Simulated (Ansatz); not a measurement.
**PH2F (phosphinous fluoride(8ci,9ci)): SVWN5/STO-3G**

Aim: the vertical ionisation energy of PH2F (phosphinous fluoride(8ci,9ci)) at SVWN5/STO-3G, from 2 runs. 

The calculation is run with Ansatz 0.2.0.

50 further runs of the same task are left out: 50 set aside as unsound or not needed.

### 1 The molecule

PH2F has 4 atoms, charge 0, and is taken as a singlet. SMILES: `FP`. The shape is that of a GFN2-xTB optimisation.

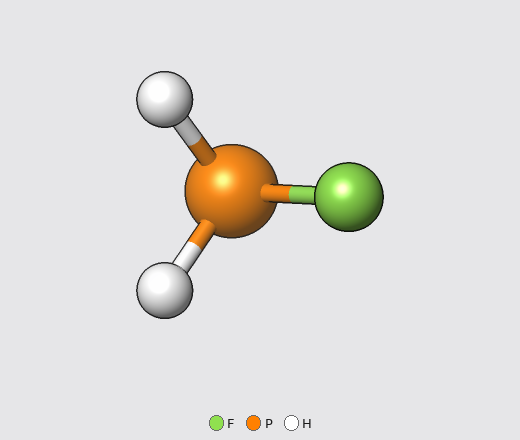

Viewed from a chosen angle; fluorine green, phosphorus orange, hydrogen white.

### 2 A single-point energy at SVWN5/STO-3G

The input, in.yaml:

```yaml
crystal:
  periodic: [false, false, false]
  atoms:
    - {symbol: F, position_ang: [1.160540, 0.668850, -0.222660]}
    - {symbol: P, position_ang: [-0.072030, -0.369080, -0.479670]}
    - {symbol: H, position_ang: [-1.053910, 0.574260, -0.129560]}
    - {symbol: H, position_ang: [-0.034600, -0.874030, 0.831900]}
basis:
  gaussian: {orbitals: STO-3G}
hamiltonian: {xc: {name: SVWN5}}
accuracy: high
```

Started as:

```bash
ansatz run in.yaml --threads 1 --pin off --max-ram 2610MiB --events-out events.jsonl --progress --plain --runs-dir runs
```

The program printed:

```text
Warning: RAYON_NUM_THREADS=1 ignored (pool sized by the plan → 1); use --threads N
Functional definition: SVWN5
  name "SVWN5"
  exchange = slater_x
  correlation = vwn5_c
268 factors; integrals over basis functions are off by at most 1.5e-8 eV
mean field evaluation 1: about -11838.0493 eV, gradient 1.5e1 eV
mean field evaluation 2: about -11837.0635 eV, gradient 2.3e1 eV
mean field evaluation 4: about -11838.8342 eV, gradient 7.9e-1 eV
mean field evaluation 8: about -11838.8093 eV, gradient 4.2e-4 eV
mean field evaluation 16: about -11838.8093 eV, gradient 2.1e-8 eV
mean field -11838.80931792 eV, -435.0682178003 hartree, gradient 2.1e-8 eV, S^2 0.000000; 0 other end points of the search recorded, 0 dependent functions left out
reference -11838.80931919 eV, -435.0682178472 hartree; 13, 13 occupied and 3, 3 virtual orbitals, 268 factors
Total energy: -11838.80931919 eV, -435.0682178472 hartree
```

It took 0.42 s on 1 thread of Arm Neoverse V2, shared host.

### 3 The doublet cation, same level

The input, job.yaml:

```yaml
crystal:
  periodic: [false, false, false]
  atoms:
    - {symbol: F, position_ang: [1.160540, 0.668850, -0.222660]}
    - {symbol: P, position_ang: [-0.072030, -0.369080, -0.479670]}
    - {symbol: H, position_ang: [-1.053910, 0.574260, -0.129560]}
    - {symbol: H, position_ang: [-0.034600, -0.874030, 0.831900]}
basis:
  gaussian:
    orbitals: STO-3G
total_charge: 1
hamiltonian:
  xc: {name: SVWN5}
accuracy: high
magnetization:
  spin_polarized: true
  initial_magnetization: 1
```

Started as:

```bash
ansatz run job.yaml --threads 1 --pin off --max-ram 2610MiB --events-out events.jsonl --progress --plain --runs-dir runs
```

The program printed:

```text
Warning: RAYON_NUM_THREADS=1 ignored (pool sized by the plan → 1); use --threads N
Functional definition: SVWN5
  name "SVWN5"
  exchange = slater_x
  correlation = vwn5_c
268 factors; integrals over basis functions are off by at most 1.5e-8 eV
mean field evaluation 1: about -11825.0672 eV, gradient 2.4e1 eV
mean field evaluation 2: about -11680.5412 eV, gradient 1.6e2 eV
mean field evaluation 4: about -11830.1827 eV, gradient 1.4e1 eV
mean field evaluation 8: about -11831.5350 eV, gradient 2.1e-1 eV
mean field evaluation 16: about -11831.5031 eV, gradient 4.7e-7 eV
mean field -11831.50305176 eV, -434.7997174715 hartree, gradient 8.0e-9 eV, S^2 0.750176; 1 other end points of the search recorded, 0 dependent functions left out
reference -11831.50305312 eV, -434.7997175214 hartree; 13, 12 occupied and 3, 4 virtual orbitals, 268 factors
Total energy: -11831.50305312 eV, -434.7997175214 hartree
```

Run time: 0.68 s. Hardware: 1 thread of Arm Neoverse V2, shared host; peak memory 0.096 GiB.

### 4 Outcome

Level: SVWN5/STO-3G.

```
                                          quantity          value
                        singlet PH2F: total energy  -435.06822 Eh
                      doublet cation: total energy  -434.79972 Eh
                              doublet cation: ⟨S²⟩          0.750
vertical ionisation energy (to the doublet cation)       7.306 eV
```

Removing an electron at fixed nuclei costs 7.31 eV (705 kJ/mol). In a minimal basis such a difference can be off by several eV, whatever the method.
